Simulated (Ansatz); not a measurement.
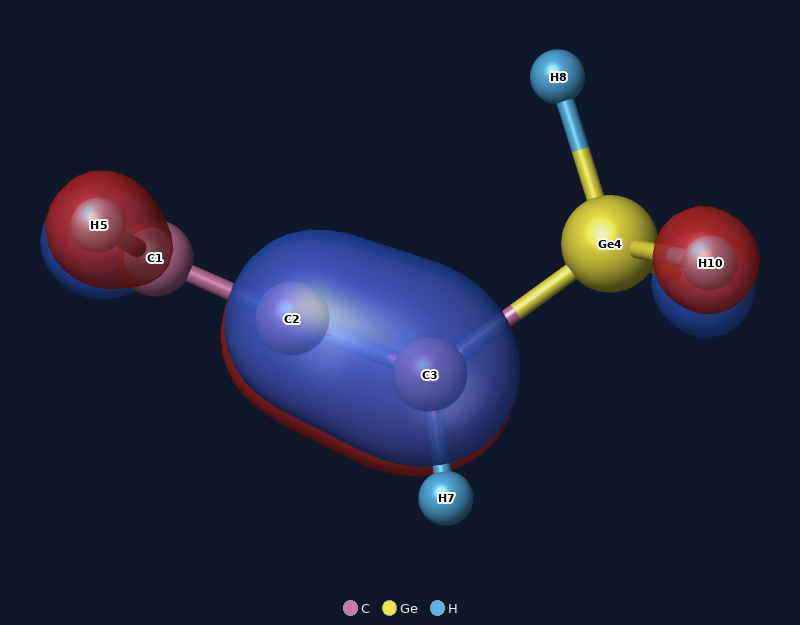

*C3H6Ge. The HOMO−1 at ±0.15 Å⁻³ᐟ² (red and blue are the two phases), seen across its widest extent.*

Level of theory: RKS r2SCAN/def2-mTZVP in Ansatz.

Input

```
crystal:
  periodic: [false, false, false]
  atoms:
    - { symbol: C, position_ang: [-1.2404, 1.6364, -0.6342] }
    - { symbol: C, position_ang: [-0.73, 0.5048, -0.5969] }
    - { symbol: C, position_ang: [-0.1959, -0.6641, -0.5592] }
    - { symbol: Ge, position_ang: [1.2063, -1.0372, 0.8112] }
    - { symbol: H, position_ang: [-1.0225, 2.4312, 0.0618] }
    - { symbol: H, position_ang: [-2.0201, 1.9141, -1.414] }
    - { symbol: H, position_ang: [-1.47824, -0.28765, -0.61295] }
    - { symbol: H, position_ang: [2.3611, -0.0468, 0.6763] }
    - { symbol: H, position_ang: [1.6445, -2.4856, 0.6905] }
    - { symbol: H, position_ang: [0.4795, -0.8821, 2.2335] }
basis:
  gaussian: { orbitals: def2-mTZVP }
hamiltonian:
  xc: r2scan
relax:
  f_tol: 0.02
  max_steps: 50
output:
  orbitals: {}
```

Run with:

```sh
ansatz run input.yaml --threads 2 --pin off --max-ram 3072MiB --backend cpu --events-out ev --progress --plain --runs-dir out
```

The fields are those of the relaxed geometry.

Where does this orbital lie, and at what energy?

Answer. Its weight (Hirshfeld) is mainly on C3 (about 40 %), C2 (about 30 %), Ge4 (about 5 %) and C1 (about 5 %); π-bonding across C3–C2. Its energy is −6.80 eV.
